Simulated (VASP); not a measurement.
# MnCuAs with PBEsol: from relaxation to properties, part 2 of 8

What structure does MnCuAs take at this level, and what are its properties? The start is a computed cell from the Materials Project.

VASP 6.6.1, plane waves and PAW; the level of theory is named at each step.

Still holding for the runs below: The k-mesh is coarse for a metal.

So far, largest spin moment in the PAW sphere (μB): step 2 (magnetic order: ferromagnetic) 3.38.

### 3. Magnetic order: antiferromagnetic within the cell

This step: PBEsol, spin-polarised from an antiferromagnetic start; plane waves and PAW (Mn_pv, Cu, As) (VASP 6.6.1).

Next, a pattern with opposite moments.

INCAR reads:

```
SYSTEM = MnCuAs
PREC = Accurate
ENCUT = 400
EDIFF = 1E-06
NELM = 100
ISMEAR = 1
SIGMA = 0.2
LREAL = .FALSE.
ALGO = Normal
GGA = PS
NBANDS = 38
ISPIN = 2
MAGMOM = 4 -4 0.6 -0.6 0 0
LASPH = .TRUE.
LMAXMIX = 4
LORBIT = 11
LWAVE = .FALSE.
LCHARG = .FALSE.
KPAR = 8
ISIF = 2
```

POSCAR reads:

```
MnCuAs
1.0
    3.6994910000      0.0000000000      0.0000000000
    0.0000000000      3.6994910000      0.0000000000
    0.0000000000      0.0000000000      6.4084220000
Mn Cu As
2 2 2
Direct
    0.0000000000      0.5000000000      0.1640200000
    0.5000000000      0.0000000000      0.8359800000
    0.0000000000      0.0000000000      0.5000000000
    0.5000000000      0.5000000000      0.5000000000
    0.0000000000      0.5000000000      0.7762460000
    0.5000000000      0.0000000000      0.2237540000
```

KPOINTS reads:

```
Automatic mesh
0
Gamma
6 6 4
0 0 0
```

The projector-augmented-wave data sets are Mn_pv, Cu and As (PBE family, release 64).

Run with:

```bash
$ mpirun -np 8 vasp_std
```

What it wrote:

```text
[banner, memory and clock lines left out]
running    8 mpi-ranks, on    1 nodes
 distrk:  each k-point on    1 cores,    8 groups
 distr:  one band on    1 cores,    1 groups

 POSCAR found type information on POSCAR MnCuAs
 POSCAR found :  3 types and       6 ions
 [... a notice as in an earlier step ...]

 [... a notice as in an earlier step ...]

 LDA part: xc-table for (Slater+PW92), standard interpolation
 POSCAR, INCAR and KPOINTS ok, starting setup
 FFT: planning ... GRIDC
 FFT: planning ... GRID_SOFT
 FFT: planning ... GRID
 WAVECAR not read
 entering main loop
       N       E                     dE             d eps       ncg     rms          rms(c)
DAV:   1     0.506282818320E+03    0.50628E+03   -0.25468E+04  8272   0.170E+03
DAV:   2     0.428649813576E+01   -0.50200E+03   -0.48552E+03  7344   0.437E+02
DAV:   3    -0.405618916450E+02   -0.44848E+02   -0.41959E+02  8628   0.149E+02
DAV:   4    -0.428144801555E+02   -0.22526E+01   -0.22279E+01 10320   0.339E+01
DAV:   5    -0.428702536001E+02   -0.55773E-01   -0.55751E-01  9256   0.541E+00    0.203E+01
DAV:   6    -0.408384063154E+02    0.20318E+01   -0.64078E+01 10098   0.132E+02    0.144E+01
DAV:   7    -0.383628783130E+02    0.24755E+01   -0.13136E+01  9222   0.634E+01    0.468E+00
DAV:   8    -0.384700270690E+02   -0.10715E+00   -0.17101E+00 11646   0.193E+01    0.410E+00
DAV:   9    -0.384232488222E+02    0.46778E-01   -0.43211E-01 11296   0.146E+01    0.190E+00
DAV:  10    -0.384023290597E+02    0.20920E-01   -0.80506E-02 10724   0.503E+00    0.716E-01
DAV:  11    -0.384024717233E+02   -0.14266E-03   -0.17098E-02 11406   0.270E+00    0.211E-01
DAV:  12    -0.384027051075E+02   -0.23338E-03   -0.28318E-03 10776   0.360E-01    0.842E-02
DAV:  13    -0.384027203458E+02   -0.15238E-04   -0.11969E-04 10828   0.133E-01    0.454E-02
DAV:  14    -0.384027198021E+02    0.54367E-06   -0.18582E-05 11816   0.105E-01    0.127E-02
DAV:  15    -0.384027215775E+02   -0.17754E-05   -0.45715E-06  7188   0.178E-02    0.664E-03
DAV:  16    -0.384027214767E+02    0.10086E-06   -0.69343E-07  4092   0.223E-02
   1 F= -.38402721E+02 E0= -.38403362E+02  d E =0.192218E-02  mag=     0.0000
```

It took 14 s on 8 MPI ranks of AMD EPYC 9R45, shared host; peak memory 2.3 GiB; 1.8 min of CPU time.

From OUTCAR (step 3):

```text
 Found     48 irreducible k-points:

   k-points           NKPTS =     48   k-points in BZ     NKDIM =     48   number of bands    NBANDS=     38

   NELECT =      58.0000    total number of electrons

 E-fermi :   7.9336

 spin component 1
 k-point     1 :       0.0000    0.0000    0.0000
  band No.  band energies     occupation
    ...
     26       5.7163      1.00000
     27       6.5189      1.00000
     28       7.2126      1.00000
     29       7.6860      1.03543
     30       7.6860      1.03543
     31       8.1910     -0.03491
     32       8.7022     -0.00000
     33       9.1710     -0.00000
     34       9.1710     -0.00000
     35      10.0943     -0.00000
    ...

 k-point     2 :       0.1667    0.0000    0.0000
  band No.  band energies     occupation
    ...
     26       6.1190      1.00000
     27       6.1959      1.00000
     28       6.9431      1.00000
     29       7.7545      1.01055
     30       7.8359      0.86350
     31       8.3223     -0.00955
     32       8.4518     -0.00076
     33       9.4818     -0.00000
     34       9.6689     -0.00000
     35      10.5507     -0.00000
    ...

 k-point     3 :       0.0000    0.1667    0.0000
  band No.  band energies     occupation
    ...
     26       6.1190      1.00000
     27       6.1959      1.00000
     28       6.9431      1.00000
     29       7.7545      1.01055
     30       7.8359      0.86350
     31       8.3223     -0.00955
     32       8.4518     -0.00076
     33       9.4818     -0.00000
     34       9.6689     -0.00000
     35      10.5507     -0.00000
    ...

 k-point     4 :       0.3333    0.0000    0.0000
  band No.  band energies     occupation
    ...
     25       5.5284      1.00000
     26       5.8019      1.00000
     27       6.1538      1.00000
     28       6.8908      1.00000
     29       7.6416      1.02941
     30       8.4057     -0.00211
     31       8.5556     -0.00005
     32       8.8537     -0.00000
     33       9.2368     -0.00000
     34      10.6493     -0.00000
    ...

  Total       -3.4839201     -3.4838787     -4.3071177      0.0000000      0.0000000      0.0000000
  in kB      -63.6419854    -63.6412288    -78.6796222      0.0000000      0.0000000      0.0000000
  external PRESSURE =     -68.6542788 kB  Pullay stress =       0.0000000 kB

 POSITION                                       TOTAL-FORCE (eV/Angst)
 -----------------------------------------------------------------------------------
      0.00000      1.84975      1.05111         0.000000      0.000000     -0.428450
      1.84975      0.00000      5.35731         0.000000      0.000000      0.428450
      0.00000      0.00000      3.20421         0.000000      0.000000      0.000003
      1.84975      1.84975      3.20421         0.000000      0.000000     -0.000003
      0.00000      1.84975      4.97451         0.000000      0.000000     -0.057020
      1.84975      0.00000      1.43391         0.000000      0.000000      0.057020
 -----------------------------------------------------------------------------------
    total drift:                                0.000000      0.000000      0.000000

  FREE ENERGIE OF THE ION-ELECTRON SYSTEM (eV)
  ---------------------------------------------------
  free  energy   TOTEN  =       -38.4027214767 eV

  energy  without entropy=      -38.4046436523  energy(sigma->0) =      -38.40336220

 total charge
# of ion       s       p       d       tot
------------------------------------------
    1        0.244   6.207   5.075  11.526
    2        0.244   6.207   5.075  11.526
    3        0.396   0.401   9.200   9.997
    4        0.396   0.401   9.200   9.997
    5        1.204   1.536   0.070   2.810
    6        1.204   1.536   0.070   2.810
--------------------------------------------------
tot          3.689  16.288  28.690  48.666

 magnetization (x)
# of ion       s       p       d       tot
------------------------------------------
    1        0.033   0.038   3.371   3.442
    2       -0.033  -0.038  -3.371  -3.442
    3        0.000   0.000   0.000   0.000
    4       -0.000  -0.000  -0.000  -0.000
    5       -0.009   0.021  -0.004   0.008
    6        0.009  -0.021   0.004  -0.008
--------------------------------------------------
tot         -0.000   0.000   0.000   0.000

[... 7 parts as in an earlier step ...]

[... 5 further parts left out ...]
```

At this level the cell is under a tension of 6.9 GPa, so at these settings it is away from equilibrium.

This step gave:

* SCF cycles: 16
* bands: 38
* irreducible k-points: 48
* symmetry operations: 8
* free energy (TOTEN): -38.40 eV
* energy at zero smearing: -38.40 eV
* Fermi energy: 7.934 eV
* pressure: -6.865 GPa

Spin moment in the PAW sphere by atom:

```
atom  spin moment in the PAW sphere (μB)
 Mn1                                3.44
 Mn2                               -3.44
 Cu3                                0.00
 Cu4                                0.00
 As5                                0.01
 As6                               -0.01
```

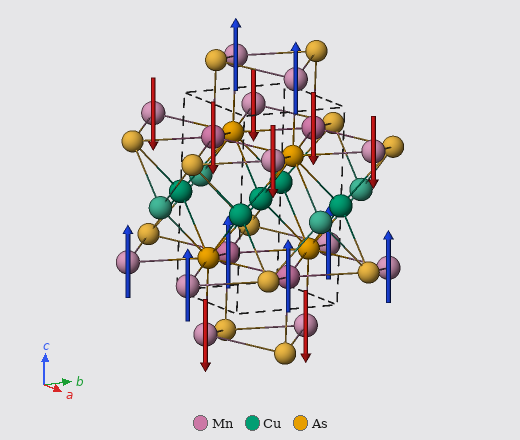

Spin moment in the PAW sphere as arrows, the longest 3.44 μB. Up and down stand for the sign. Arrows give size and sign along the axis of quantisation, drawn up and down the page. The two directions have two colours. Some periodic images of atoms are drawn too.

Force by atom:

```
atom  x (eV/Å)  y (eV/Å)  z (eV/Å)   size
 Mn1     0.000     0.000    -0.428  0.428
 Mn2     0.000     0.000     0.428  0.428
 Cu3     0.000     0.000     0.000  0.000
 Cu4     0.000     0.000     0.000  0.000
 As5     0.000     0.000    -0.057  0.057
 As6     0.000     0.000     0.057  0.057
```

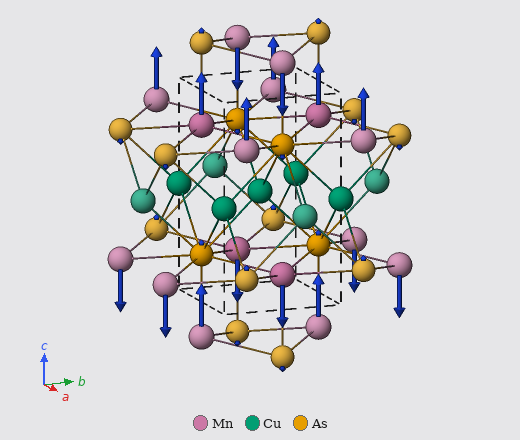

Force as arrows, the longest 0.428 eV/Å. Some periodic images of atoms are drawn too.

The energy lies -52.8 meV an atom from the first pattern. The run ends antiferromagnetic with a largest moment of 3.44 μB, and the mesh shows no gap.

### 4. Magnetic order: antiferromagnetic, q = (0, 0, 1/2)

System of this step: MnCuAs. It takes space group P4/nmm (No. 129, tetragonal). Conventional cell: a = 3.699 Å, b = 3.699 Å, c = 6.408 Å, α = 90.00°, β = 90.00°, γ = 90.00°. Mn has 5 As at 2.49 to 2.64 Å and 4 Cu at 2.84 Å nearest. Nearest to Cu lie 4 As at 2.56 Å and 4 Cu at 2.62 Å and 4 Mn at 2.84 Å. As has 5 Mn at 2.49 to 2.64 Å and 4 Cu at 2.56 Å nearest. Farther neighbours are not listed.

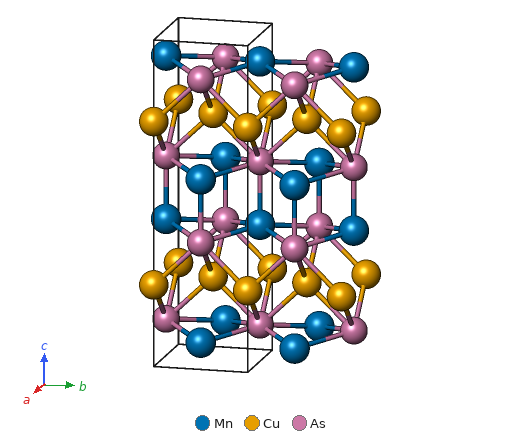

The cell of this step (manganese blue, copper orange, arsenic pink). 1×2×1 cells are drawn. Some periodic images of atoms are drawn too.

Next, a pattern with opposite moments, which needs a doubled cell; q is given in the reciprocal vectors of the primitive cell.

Edit INCAR of step 3 so:

```diff
@@ -10,5 +10,5 @@
 GGA = PS
-NBANDS = 38
+NBANDS = 77
 ISPIN = 2
-MAGMOM = 4 -4 0.6 -0.6 0 0
+MAGMOM = 4 -4 4 -4 0.6 -0.6 0.6 -0.6 0 0 0 0
 LASPH = .TRUE.
```

POSCAR reads:

```
MnCuAs
1.0
    3.6994910000      0.0000000000      0.0000000000
    0.0000000000      3.6994910000      0.0000000000
    0.0000000000      0.0000000000     12.8168440000
Mn Cu As
4 4 4
Direct
    0.0000000000      0.5000000000      0.0820100000
    0.0000000000      0.5000000000      0.5820100000
    0.5000000000      0.0000000000      0.4179900000
    0.5000000000      0.0000000000      0.9179900000
    0.0000000000      0.0000000000      0.2500000000
    0.0000000000      0.0000000000      0.7500000000
    0.5000000000      0.5000000000      0.2500000000
    0.5000000000      0.5000000000      0.7500000000
    0.0000000000      0.5000000000      0.3881230000
    0.0000000000      0.5000000000      0.8881230000
    0.5000000000      0.0000000000      0.1118770000
    0.5000000000      0.0000000000      0.6118770000
```

KPOINTS reads:

```
Automatic mesh
0
Gamma
6 6 2
0 0 0
```

Run with:

```bash
$ mpirun -np 8 vasp_std
```

What it wrote:

```text
[banner, memory and clock lines left out]
running    8 mpi-ranks, on    1 nodes
 distrk:  each k-point on    1 cores,    8 groups
 distr:  one band on    1 cores,    1 groups

 POSCAR found type information on POSCAR MnCuAs
 POSCAR found :  3 types and      12 ions
 [... a notice as in an earlier step ...]

 [... a notice as in an earlier step ...]

 LDA part: xc-table for (Slater+PW92), standard interpolation
 POSCAR, INCAR and KPOINTS ok, starting setup
 FFT: planning ... GRIDC
 FFT: planning ... GRID_SOFT
 FFT: planning ... GRID
 WAVECAR not read
 entering main loop
       N       E                     dE             d eps       ncg     rms          rms(c)
DAV:   1     0.119820163504E+04    0.11982E+04   -0.47351E+04  6720   0.168E+03
DAV:   2     0.846376280965E+02   -0.11136E+04   -0.10665E+04  6170   0.478E+02
DAV:   3    -0.729207293474E+02   -0.15756E+03   -0.13958E+03  6528   0.189E+02
DAV:   4    -0.853999942326E+02   -0.12479E+02   -0.12074E+02  9368   0.572E+01
DAV:   5    -0.857082694190E+02   -0.30828E+00   -0.30725E+00  9235   0.105E+01    0.286E+01
DAV:   6    -0.814588106699E+02    0.42495E+01   -0.12172E+02  8659   0.131E+02    0.208E+01
DAV:   7    -0.763533629490E+02    0.51054E+01   -0.25142E+01  7841   0.645E+01    0.674E+00
DAV:   8    -0.767039342701E+02   -0.35057E+00   -0.36399E+00  9614   0.204E+01    0.610E+00
DAV:   9    -0.767048044682E+02   -0.87020E-03   -0.10519E+00  9616   0.188E+01    0.310E+00
DAV:  10    -0.766349511198E+02    0.69853E-01   -0.27175E-01  9432   0.828E+00    0.114E+00
DAV:  11    -0.766338087305E+02    0.11424E-02   -0.46402E-02  9472   0.350E+00    0.432E-01
DAV:  12    -0.766363134327E+02   -0.25047E-02   -0.82616E-03  9472   0.625E-01    0.231E-01
DAV:  13    -0.766376946801E+02   -0.13812E-02   -0.18213E-03  8440   0.450E-01    0.130E-01
DAV:  14    -0.766381244894E+02   -0.42981E-03   -0.47247E-04  8912   0.261E-01    0.392E-02
DAV:  15    -0.766381916219E+02   -0.67132E-04   -0.12425E-04  8680   0.631E-02    0.213E-02
DAV:  16    -0.766381958644E+02   -0.42425E-05   -0.34939E-05  8512   0.785E-02    0.119E-02
DAV:  17    -0.766381959994E+02   -0.13496E-06   -0.43454E-06  5973   0.145E-02
   1 F= -.76638196E+02 E0= -.76643465E+02  d E =0.158073E-01  mag=     0.0000
```

Wall time 37 s (8 MPI ranks); peak memory 3.5 GiB.

OUTCAR, selected parts (step 4):

```text
  LATTYP: Found a simple tetragonal cell.
 ALAT       =     3.6994910000
 C/A-ratio  =     3.4644884931

 Found     20 irreducible k-points:

   k-points           NKPTS =     20   k-points in BZ     NKDIM =     20   number of bands    NBANDS=     77

   dimension x,y,z NGX =    24 NGY =   24 NGZ =   84
   dimension x,y,z NGXF=    48 NGYF=   48 NGZF=  168

   ENCUT  =  400.0 eV  29.40 Ry    5.42 a.u.   6.03  6.03 20.90*2*pi/ulx,y,z

   NELECT =     116.0000    total number of electrons

 E-fermi :   7.9088

 spin component 1
 k-point     1 :       0.0000    0.0000    0.0000
  band No.  band energies     occupation
    ...
     54       6.7239      1.00000
     55       7.0391      1.00000
     56       7.0890      1.00000
     57       7.0890      1.00000
     58       7.4062      1.00109
     59       7.9846      0.20336
     60       7.9846      0.20336
     61       8.1815     -0.03301
     62       8.2146     -0.02634
     63       8.6030     -0.00001
    ...

 k-point     2 :       0.1667    0.0000    0.0000
  band No.  band energies     occupation
    ...
     55       6.9290      1.00000
     56       6.9687      1.00000
     57       7.0118      1.00000
     58       7.7787      0.94136
     59       7.8320      0.79979
     60       8.0117      0.12212
     61       8.3248     -0.00612
     62       8.5176     -0.00007
     63       8.7343     -0.00000
     64       8.9539     -0.00000
    ...

 k-point     3 :       0.3333    0.0000    0.0000
  band No.  band energies     occupation
    ...
     53       6.1999      1.00000
     54       6.5455      1.00000
     55       6.6917      1.00000
     56       6.7336      1.00000
     57       7.8431      0.76201
     58       8.0170      0.10823
     59       8.3945     -0.00158
     60       8.4539     -0.00040
     61       8.5273     -0.00006
     62       8.5712     -0.00001
    ...

 k-point     4 :       0.5000    0.0000    0.0000
  band No.  band energies     occupation
    ...
     52       5.8746      1.00000
     53       6.2956      1.00000
     54       6.2956      1.00000
     55       6.7781      1.00000
     56       6.7781      1.00000
     57       7.9667      0.26587
     58       7.9667      0.26587
     59       8.4568     -0.00037
     60       8.4568     -0.00037
     61       8.8712     -0.00000
    ...

  Total       -6.3395255     -6.3395255     -7.6084119      0.0000000     -0.0000000      0.0000000
  in kB      -57.9031632    -57.9031632    -69.4927586      0.0000000     -0.0000000      0.0000000
  external PRESSURE =     -61.7663617 kB  Pullay stress =       0.0000000 kB

  energy-cutoff  :      400.00
  volume of cell :      175.41
      direct lattice vectors                 reciprocal lattice vectors
     3.699491000  0.000000000  0.000000000     0.270307456  0.000000000  0.000000000
     0.000000000  3.699491000  0.000000000     0.000000000  0.270307456  0.000000000
     0.000000000  0.000000000 12.816844000     0.000000000  0.000000000  0.078022327

 POSITION                                       TOTAL-FORCE (eV/Angst)
 -----------------------------------------------------------------------------------
      0.00000      1.84975      1.05111         0.000000      0.000000     -0.428753
      0.00000      1.84975      7.45953         0.000000     -0.000000     -0.428753
      1.84975      0.00000      5.35731        -0.000000      0.000000      0.428753
      1.84975      0.00000     11.76573        -0.000000     -0.000000      0.428753
      0.00000      0.00000      3.20421        -0.000000      0.000000      0.000000
      0.00000      0.00000      9.61263        -0.000000     -0.000000      0.000000
      1.84975      1.84975      3.20421         0.000000      0.000000      0.000000
      1.84975      1.84975      9.61263         0.000000     -0.000000      0.000000
      0.00000      1.84975      4.97451         0.000000     -0.000000      0.011925
      0.00000      1.84975     11.38293         0.000000     -0.000000      0.011925
      1.84975      0.00000      1.43391         0.000000      0.000000     -0.011925
      1.84975      0.00000      7.84233        -0.000000     -0.000000     -0.011925
 -----------------------------------------------------------------------------------
    total drift:                                0.000000      0.000000      0.000000

  FREE ENERGIE OF THE ION-ELECTRON SYSTEM (eV)
  ---------------------------------------------------
  free  energy   TOTEN  =       -76.6381959994 eV

  energy  without entropy=      -76.6540033317  energy(sigma->0) =      -76.64346511

 total charge
# of ion       s       p       d       tot
------------------------------------------
    1        0.247   6.207   5.071  11.525
    2        0.247   6.207   5.071  11.525
    3        0.247   6.207   5.071  11.525
    4        0.247   6.207   5.071  11.525
    5        0.398   0.399   9.200   9.996
    6        0.398   0.399   9.200   9.996
    7        0.398   0.399   9.200   9.996
    8        0.398   0.399   9.200   9.996
    9        1.208   1.536   0.069   2.814
   10        1.208   1.536   0.069   2.814
   11        1.208   1.536   0.069   2.814
   12        1.208   1.536   0.069   2.814
--------------------------------------------------
tot          7.413  32.567  57.360  97.340

 magnetization (x)
# of ion       s       p       d       tot
------------------------------------------
    1        0.033   0.035   3.398   3.467
    2       -0.033  -0.035  -3.398  -3.467
    3        0.033   0.035   3.398   3.467
    4       -0.033  -0.035  -3.398  -3.467
    5       -0.014  -0.008   0.055   0.033
    6        0.014   0.008  -0.055  -0.033
    7       -0.014  -0.008   0.055   0.033
    8        0.014   0.008  -0.055  -0.033
    9        0.015   0.003   0.003   0.021
   10       -0.015  -0.003  -0.003  -0.021
   11        0.015   0.003   0.003   0.021
   12       -0.015  -0.003  -0.003  -0.021
--------------------------------------------------
tot          0.000   0.000   0.000   0.000

[... 2 parts as in an earlier step ...]

[... 6 further parts left out ...]
```

At this level the cell is under a tension of 6.2 GPa, so at these settings it is away from equilibrium.

Numbers from this step:

```yaml
scf_cycles: 17
electrons: 116
bands: 77
irreducible_k_points: 20
symmetry_operations: 16
free_energy_toten: -76.6382 eV
energy_at_zero_smearing: -76.6435 eV
fermi_energy: 7.909 eV
pressure: -6.177 GPa
```

Spin moment in the PAW sphere by atom:

```
atom  spin moment in the PAW sphere (μB)
 Mn1                                3.47
 Mn2                               -3.47
 Mn3                                3.47
 Mn4                               -3.47
 Cu5                                0.03
 Cu6                               -0.03
 Cu7                                0.03
 Cu8                               -0.03
 As9                                0.02
As10                               -0.02
As11                                0.02
As12                               -0.02
```

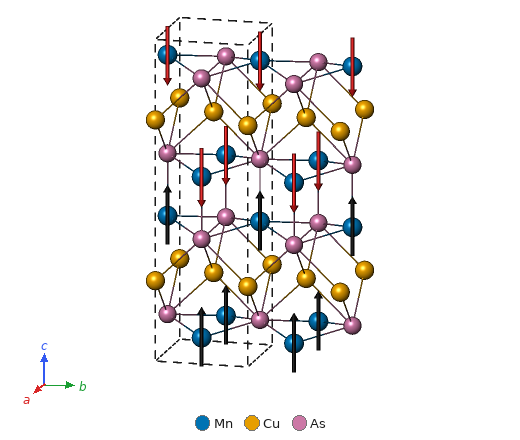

Spin moment in the PAW sphere as arrows, the longest 3.47 μB. Up and down stand for the sign. Arrows give size and sign along the axis of quantisation, drawn up and down the page. The two directions have two colours. 1×2×1 cells are drawn. Some periodic images of atoms are drawn too.

Force by atom:

```
atom  x (eV/Å)  y (eV/Å)  z (eV/Å)   size
 Mn1     0.000     0.000    -0.429  0.429
 Mn2     0.000     0.000    -0.429  0.429
 Mn3     0.000     0.000     0.429  0.429
 Mn4     0.000     0.000     0.429  0.429
 Cu5     0.000     0.000     0.000  0.000
 Cu6     0.000     0.000     0.000  0.000
 Cu7     0.000     0.000     0.000  0.000
 Cu8     0.000     0.000     0.000  0.000
 As9     0.000     0.000     0.012  0.012
As10     0.000     0.000     0.012  0.012
As11     0.000     0.000    -0.012  0.012
As12     0.000     0.000    -0.012  0.012
```

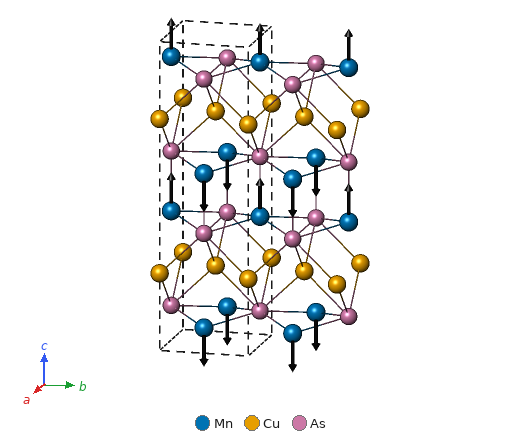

Force as arrows, the longest 0.429 eV/Å. 1×2×1 cells are drawn. Some periodic images of atoms are drawn too.

The energy lies -39.2 meV an atom from the first pattern. The run ends antiferromagnetic with a largest moment of 3.47 μB, and the mesh shows no gap.

(Continued in part 3 of 8.)

[Lines on the potential files, build, host, timing and source positions are cut from VASP's logs without a mark.]

[Logs are printed without paths, hosts, clocks, repeated set-up lines and the standing remarks that a program may print on its own settings, such as how far it seeks lower states.]

[Hosts, paths, dates, database ids (printed as entryN), source tags and the programs' standing remarks are cut or masked in the printed files.]

[A measured line is paired with the nearest computed mode of its activity, which favours agreement.]

[In band tables of VASP the shares of atoms and orbitals are scaled to a sum of 1 inside the atoms' spheres.]
